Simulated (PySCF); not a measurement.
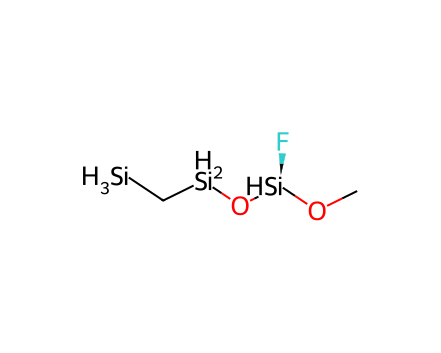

Write the SMILES.

CO[Si@H](F)O[SiH2]C[SiH3]

What is the molecular formula?

C2H11FO2Si3.

An optimisation with GFN2-xTB gave a structure of which point group?

C1.

More results for the same structure follow; atom numbers are the same in all pictures, views and colours differ. The computed structure is the end point of a GFN2-xTB optimisation. No frequency run is at hand to confirm it as a minimum.

## NMR shielding

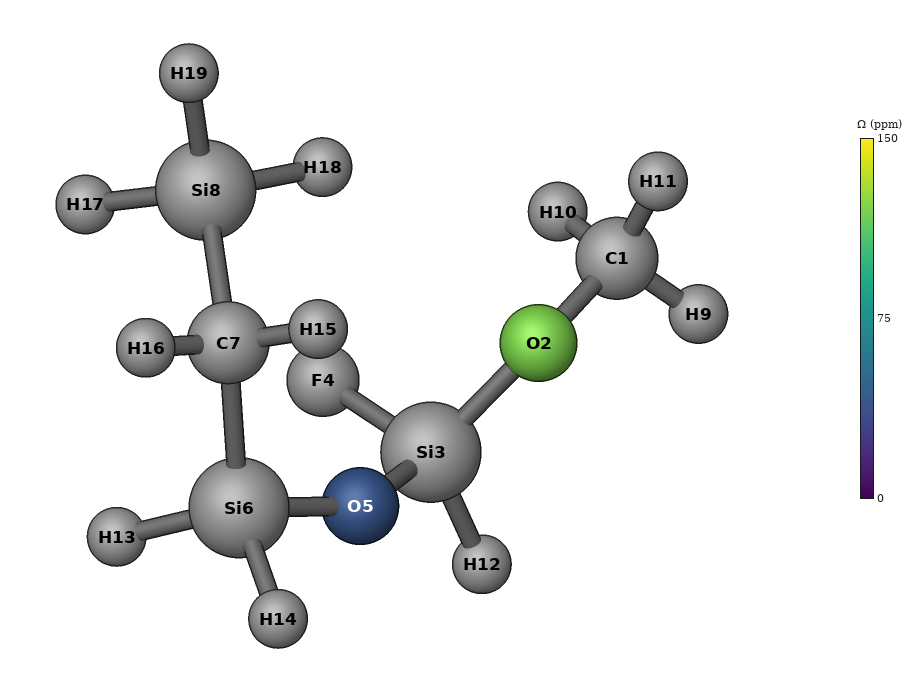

The O atoms are coloured by the span of their shielding tensor. No frequency run is at hand to confirm it as a minimum. Properties computed with GIAO PBE0/pcSseg-1 NMR shielding, non-relativistic, gas phase (PySCF 2.14.0). Principal shieldings σ11 ≤ σ22 ≤ σ33, span Ω = σ33 − σ11, skew κ = 3(σiso − σ22)/Ω.

Which O atom has the most anisotropic shielding?

O2, with a span of 121 ppm.

Give the shielding tensors of the O atoms.

| atom | σ11 | σ22 | σ33 | σiso | Ω | κ |
| --- | --- | --- | --- | --- | --- | --- |
| O2 | 229.9 | 314.4 | 351.2 | 298.5 | 121.3 | −0.39 |
| O5 | 252.8 | 264.4 | 293.2 | 270.2 | 40.4 | 0.43 |

Shieldings and span in ppm.

## Charges

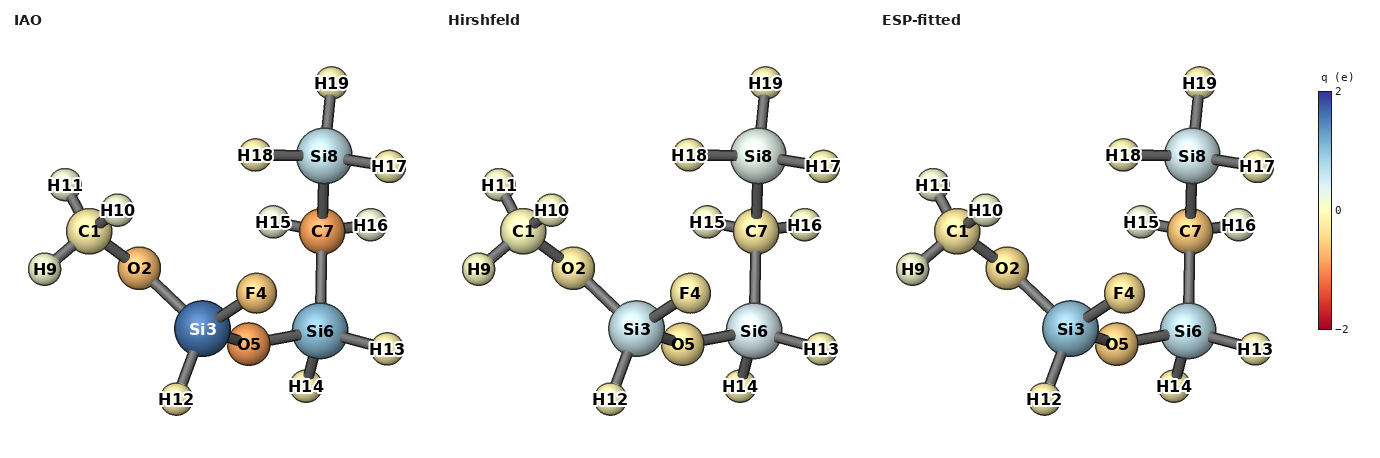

Atomic charges of one calculation by 3 schemes, on one colour scale. No frequency run is at hand to confirm it as a minimum. Computed with PBE0/pcSseg-1 (PySCF 2.14.0).

Which scheme gives the most polar picture (largest mean size of the charges)?

The IAO charges are the largest in size here, and the Hirshfeld charges the smallest.

On which atom do the schemes disagree most?

On Si3 (from 0.52 to 1.55 e).

List the charges (e), one line for each set of equivalent atoms.

```json
{"atom": "C1", "IAO": "−0.20", "Hirshfeld": "−0.03", "ESP-fitted": "−0.24"}
{"atom": "O2", "IAO": "−0.64", "Hirshfeld": "−0.23", "ESP-fitted": "−0.36"}
{"atom": "Si3", "IAO": "1.55", "Hirshfeld": "0.52", "ESP-fitted": "0.95"}
{"atom": "F4", "IAO": "−0.54", "Hirshfeld": "−0.21", "ESP-fitted": "−0.34"}
{"atom": "O5", "IAO": "−0.88", "Hirshfeld": "−0.30", "ESP-fitted": "−0.53"}
{"atom": "Si6", "IAO": "1.02", "Hirshfeld": "0.41", "ESP-fitted": "0.64"}
{"atom": "C7", "IAO": "−0.85", "Hirshfeld": "−0.25", "ESP-fitted": "−0.55"}
{"atom": "Si8", "IAO": "0.60", "Hirshfeld": "0.31", "ESP-fitted": "0.45"}
{"atom": "H9", "IAO": "0.14", "Hirshfeld": "0.05", "ESP-fitted": "0.12"}
{"atom": "H10", "IAO": "0.14", "Hirshfeld": "0.05", "ESP-fitted": "0.13"}
{"atom": "H11", "IAO": "0.16", "Hirshfeld": "0.05", "ESP-fitted": "0.14"}
{"atom": "H12", "IAO": "−0.18", "Hirshfeld": "−0.08", "ESP-fitted": "−0.14"}
{"atom": "H13", "IAO": "−0.15", "Hirshfeld": "−0.08", "ESP-fitted": "−0.12"}
{"atom": "H14", "IAO": "−0.14", "Hirshfeld": "−0.08", "ESP-fitted": "−0.14"}
{"atom": "H15", "IAO": "0.17", "Hirshfeld": "0.05", "ESP-fitted": "0.16"}
{"atom": "H16", "IAO": "0.17", "Hirshfeld": "0.05", "ESP-fitted": "0.15"}
{"atom": "H17", "IAO": "−0.12", "Hirshfeld": "−0.08", "ESP-fitted": "−0.11"}
{"atom": "H18", "IAO": "−0.11", "Hirshfeld": "−0.07", "ESP-fitted": "−0.09"}
{"atom": "H19", "IAO": "−0.12", "Hirshfeld": "−0.08", "ESP-fitted": "−0.13"}
```

## Dipole moment

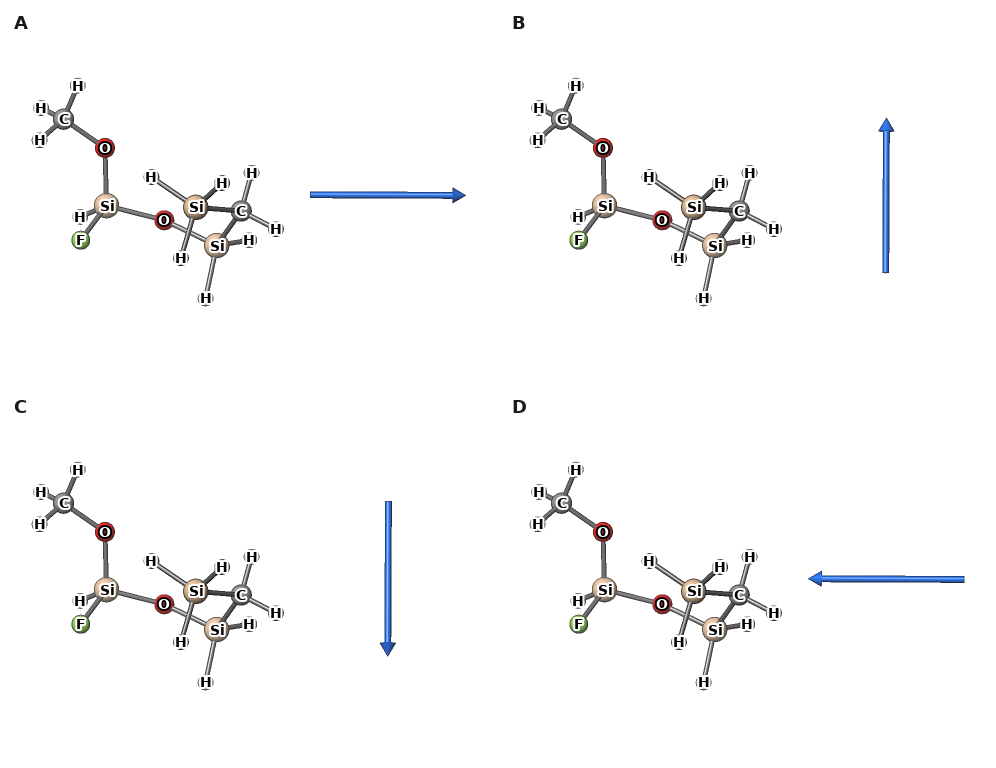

The same molecule four times, each with an arrow. No frequency run is at hand to confirm it as a minimum. Level of theory: PBE0/pcSseg-1, gas phase (PySCF 2.14.0).

Which arrow points along the dipole moment, from the negative to the positive end?

B. The dipole moment is 1.31 D.

The geometry is semi-empirical. Around Si such bond lengths and angles can be off by a tenth of an ångström or more and by several degrees, and values that hang on the shape move with them.
